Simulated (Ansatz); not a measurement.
System: CH$_{5}$OSn···HCl (doublet).

Input file:

```
crystal:
  periodic: [false, false, false]
  atoms:
    - { symbol: Sn, position_ang: [0.0, 0.0, 0.0] }
    - { symbol: H, position_ang: [0.0, 0.0, 1.99] }
    - { symbol: H, position_ang: [1.6408, 0.0, -0.5794] }
    - { symbol: C, position_ang: [-1.0126, 1.7544, -0.716] }
    - { symbol: H, position_ang: [-2.0653, 1.5008, -0.9603] }
    - { symbol: H, position_ang: [-0.9943, 2.5391, 0.069] }
    - { symbol: H, position_ang: [-0.5023, 2.131, -1.6269] }
    - { symbol: O, position_ang: [-0.9232, -1.5994, -0.6527] }
    - { symbol: H, position_ang: [-1.3778, -2.065, 0.1197] }
    - { symbol: Cl, position_ang: [0.0, 0.0, 3.66] }
magnetization:
  spin_polarized: true
  initial_magnetization: 1
basis:
  gaussian: { orbitals: def2-SVP }
hamiltonian:
  xc: { name: BHLYP }
relax:
  f_tol: 0.15
  max_steps: 25
  restrain:
    - { distance: [1, 9], at: 1.37, k: 30.0 }
    - { distance: [0, 1], at: 2.94, k: 30.0 }
output:
  orbitals: {}
```

Command:

```sh
ansatz run input.yaml --threads 4 --pin off --max-ram 5120MiB --backend cpu --events-out ev --progress --plain --runs-dir out
```

The fields are those of the run's last geometry, not of the input's.

Core potentials replace the inner electrons of Sn; not at a stationary point (largest force 1.3 eV/Å).

The calculation used UKS BHLYP/def2-SVP (Ansatz).

What will maps of the electron density, electron localisation function and spin density show?

Sn–O (1.99 Å): the density is about 0.71 e/Å³ at the midpoint; the ELF peaks at about 0.85 in the valence shell of O, 0.6 Å from its nucleus, and drops to about 0.15 between the two atoms.
O–H (0.96 Å): ρ at the midpoint is about 3.7 e/Å³; the ELF climbs to about 1 towards the hydrogen, as it does in any bond to H (a covalent bond by its length).
The unpaired spin (1 electron) lies mostly on Sn1 (about 0.6), C4 (about 0.1), O8 (about 0.1) and H3 (about 0.1), in electrons by Hirshfeld's partition.

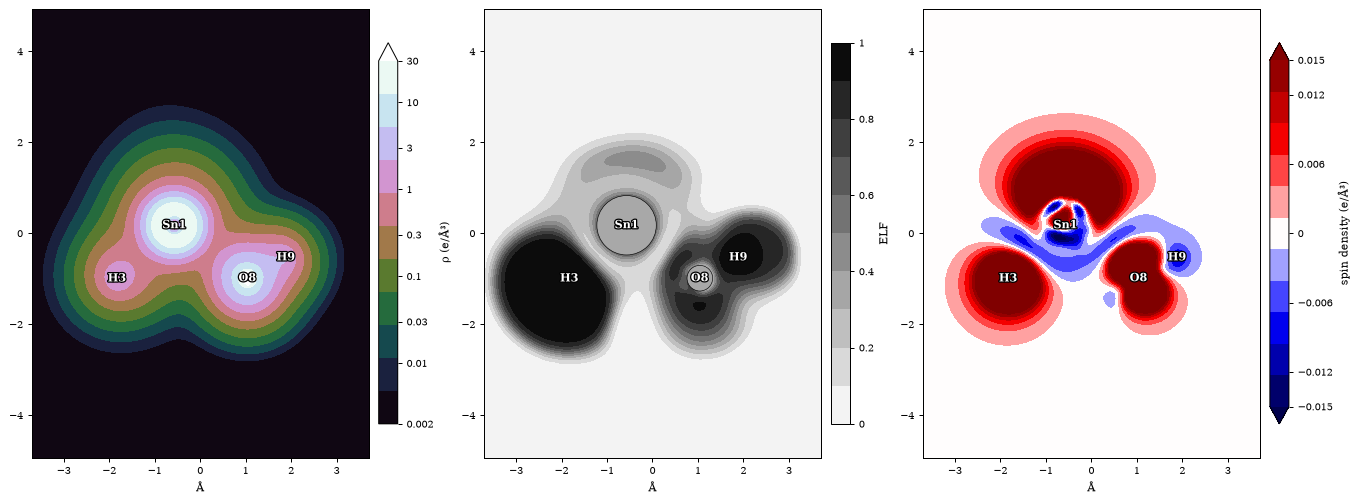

Computed electron density, electron localisation function and spin density on the plane of atoms H3, Sn1 and O8, in this order. Grey discs cover the atomic cores in the ELF map. 
